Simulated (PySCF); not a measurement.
## What a change does: NMR shielding calculation on C₃H₈GeO₂

System: C₃H₈GeO₂, SMILES CC(=O)C[O][GeH3].
Method of run A: GIAO WP04/pcSseg-1 NMR shielding, non-relativistic, gas phase (PySCF 2.14.0).

The geometry comes from this level: PBE0-D3(BJ)/def2-SVP. Text and figures count atoms from 1; the logs count them from 0 in places.

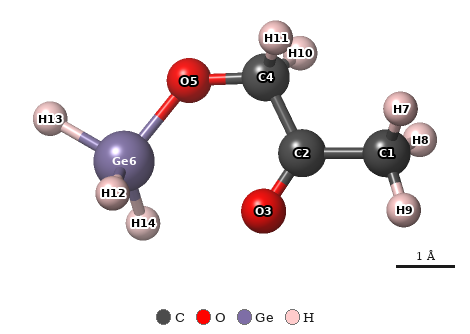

**Figure 1.** The structure (ball-and-stick view, seen at a tilt; atoms are numbered from 1 in the order of the input). Sticks mark near contacts. Bond lengths as drawn: C–C 1.50 to 1.51 Å, C–H 1.10 to 1.11 Å, C–O 1.21 to 1.37 Å, Ge–H 1.54 Å and Ge–O 1.81 Å.

## Input, run A
```
{"job": {"kind": "nmr", "xc": "WP04", "basis": "pcSseg-1", "pop": false}, "charge": 0, "multiplicity": 1}
C     -2.437171     0.673585    -0.152817
C     -0.945853     0.645130     0.026136
O     -0.349871     1.505066     0.635231
C     -0.187823    -0.507747    -0.592489
O      1.174861    -0.465288    -0.447475
Ge     2.192384     0.712717     0.467307
H     -2.886203    -0.288130     0.138942
H     -2.681529     0.836193    -1.214691
H     -2.865225     1.486325     0.446344
H     -0.471453    -0.541992    -1.665951
H     -0.611364    -1.436446    -0.151818
H      1.903606     0.702830     1.978137
H      3.567347     0.056004     0.214165
H      2.190568     2.120058    -0.152085
```

The first line tells a small driver script what to run in PySCF; the rest is the geometry in Å.

Hardware: 1 CPU thread, shared host.

## Output (run A)
```
coarse grid: 53096 points
cycle   1  E = -2363.1401922750  dE =  1.000e-01  |g| = 1.463e+00  |ddm| = 3.385e+00
cycle   2  E = -2361.6472185970  dE =  1.493e+00  |g| = 3.022e+00  |ddm| = 3.970e+00
cycle   3  E = -2363.4728643582  dE = -1.826e+00  |g| = 3.678e-01  |ddm| = 3.394e+00
cycle   4  E = -2363.4908872186  dE = -1.802e-02  |g| = 2.478e-01  |ddm| = 3.904e-01
cycle   5  E = -2363.5018264351  dE = -1.094e-02  |g| = 8.055e-02  |ddm| = 2.006e-01
cycle   6  E = -2363.5030291542  dE = -1.203e-03  |g| = 1.331e-02  |ddm| = 6.708e-02
cycle   7  E = -2363.5030638559  dE = -3.470e-05  |g| = 2.541e-03  |ddm| = 1.092e-02
cycle   8  E = -2363.5030647839  dE = -9.280e-07  |g| = 8.638e-04  |ddm| = 2.207e-03
final grid: 112056 points
cycle   9  E = -2363.5030201077  dE =  1.679e-07  |g| = 1.401e-03  |ddm| = 2.242e-03
cycle  10  E = -2363.5030187877  dE =  1.320e-06  |g| = 2.996e-03  |ddm| = 2.717e-03
cycle  11  E = -2363.5030204435  dE = -1.656e-06  |g| = 4.147e-04  |ddm| = 1.990e-03
cycle  12  E = -2363.5030204722  dE = -2.873e-08  |g| = 1.514e-05  |ddm| = 3.125e-04
cycle  13  E = -2363.5030204722  dE = -4.729e-11  |g| = 4.844e-06  |ddm| = 1.424e-05
converged SCF energy = -2363.5030204722

GIAO shielding tensors (ppm)
atom      isotropic    diamagn.    paramagn.     s11        s22        s33       span
  0 C      145.733     251.827    -106.094    128.450    131.908    176.842     48.391
  1 C      -46.473     256.633    -303.106   -134.611    -88.958     84.149    218.759
  2 O     -281.043     406.663    -687.706   -789.006   -405.032    350.908   1139.914
  3 C       99.614     249.262    -149.647     69.401     86.570    142.871     73.470
  4 O      319.618     404.056     -84.438    279.155    317.054    362.645     83.491
  5 Ge    1375.814    2759.726   -1383.912   1278.963   1292.469   1556.010    277.048
  6 H       29.513      29.616      -0.103     26.424     29.123     32.992      6.568
  7 H       29.526      28.604       0.922     26.604     28.546     33.428      6.823
  8 H       29.496      28.034       1.462     26.101     28.352     34.036      7.935
  9 H       27.245      30.922      -3.678     22.639     26.324     32.772     10.133
 10 H       27.326      31.634      -4.307     22.659     26.439     32.880     10.221
 11 H       26.717      29.665      -2.947     21.053     22.898     36.201     15.148
 12 H       27.334      28.578      -1.244     20.859     23.381     37.762     16.903
 13 H       26.666      29.255      -2.589     20.917     22.845     36.235     15.318
```

The input of run B differs as follows (lines with − go, lines with + come):
```diff
-"xc": "WP04"
+"xc": "wB97X-D"
```

How does run B compare with run A?

The total energies belong to different methods, so their difference says nothing on which is more stable or more accurate. The HOMO goes from −8.74 to −9.44 eV. The LUMO goes from −3.17 to 1.04 eV. The dipole moment goes from 3.14 to 3.22 D. Of all shieldings, the largest change is that of O5, by +30.7 ppm. The functional changes from WP04 to wB97X-D. Exact exchange removes part of the self-interaction error of semilocal functionals, which pushes filled and empty levels apart. The number of SCF iterations is the same.

## Output (run B)
```
coarse grid: 53096 points
cycle   1  E = -2346.0732107363  dE =  1.389e-01  |g| = 1.319e+00  |ddm| = 3.320e+00
cycle   2  E = -2345.8425818277  dE =  2.306e-01  |g| = 1.746e+00  |ddm| = 1.914e+00
cycle   3  E = -2346.3108633897  dE = -4.683e-01  |g| = 1.957e-01  |ddm| = 1.255e+00
cycle   4  E = -2346.3160884339  dE = -5.225e-03  |g| = 8.566e-02  |ddm| = 1.462e-01
cycle   5  E = -2346.3170288995  dE = -9.405e-04  |g| = 1.589e-02  |ddm| = 6.434e-02
cycle   6  E = -2346.3170757578  dE = -4.686e-05  |g| = 7.167e-03  |ddm| = 1.565e-02
cycle   7  E = -2346.3170860256  dE = -1.027e-05  |g| = 1.312e-03  |ddm| = 8.661e-03
cycle   8  E = -2346.3170867611  dE = -7.355e-07  |g| = 5.237e-04  |ddm| = 3.137e-03
final grid: 112056 points
cycle   9  E = -2346.3164829693  dE = -1.246e-06  |g| = 5.722e-04  |ddm| = 2.457e-03
cycle  10  E = -2346.3164829918  dE = -2.259e-08  |g| = 5.784e-04  |ddm| = 7.235e-04
cycle  11  E = -2346.3164830470  dE = -5.520e-08  |g| = 1.069e-04  |ddm| = 4.104e-04
cycle  12  E = -2346.3164830496  dE = -2.578e-09  |g| = 5.817e-05  |ddm| = 1.066e-04
cycle  13  E = -2346.3164830505  dE = -8.599e-10  |g| = 1.277e-05  |ddm| = 7.242e-05
converged SCF energy = -2346.3164830505

GIAO shielding tensors (ppm)
atom      isotropic    diamagn.    paramagn.     s11        s22        s33       span
  0 C      158.283     251.291     -93.008    140.311    143.245    191.292     50.981
  1 C      -33.501     254.866    -288.367   -120.195    -78.043     97.734    217.929
  2 O     -290.901     404.648    -695.548   -828.468   -406.611    362.377   1190.845
  3 C      112.913     247.366    -134.453     81.203    101.120    156.416     75.213
  4 O      350.363     401.486     -51.122    296.454    352.520    402.117    105.663
  5 Ge    1404.877    2754.468   -1349.591   1286.497   1307.273   1620.860    334.363
  6 H       29.334      29.194       0.140     26.008     28.838     33.156      7.148
  7 H       29.350      28.442       0.908     26.189     28.222     33.640      7.451
  8 H       29.300      28.054       1.246     25.599     27.932     34.370      8.771
  9 H       26.979      30.552      -3.573     22.027     26.111     32.801     10.774
 10 H       27.085      30.971      -3.886     22.079     26.252     32.924     10.845
 11 H       26.002      28.835      -2.834     20.211     22.114     35.680     15.469
 12 H       26.590      27.972      -1.382     19.894     22.589     37.288     17.395
 13 H       25.950      28.540      -2.591     20.064     22.060     35.725     15.662
```

## The two runs side by side

```tsv
quantity	run A	run B
outcome	converged	converged
total energy (hartree)	−2363.503020	−2346.316483
HOMO (eV)	−8.74	−9.44
LUMO (eV)	−3.17	1.04
dipole moment (D)	3.14	3.22
shielding of C1 (ppm)	145.7	158.3
shielding of C2 (ppm)	−46.5	−33.5
shielding of O3 (ppm)	−281.0	−290.9
shielding of C4 (ppm)	99.6	112.9
shielding of O5 (ppm)	319.6	350.4
shielding of Ge6 (ppm)	1375.8	1404.9
shielding of H13 (ppm)	27.3	26.6
SCF iterations	13	13
basis functions	166	166
wall time (shared host)	36 s	49 s
```

For both runs: Spin–orbit coupling is left out, which matters for the heavy atoms.
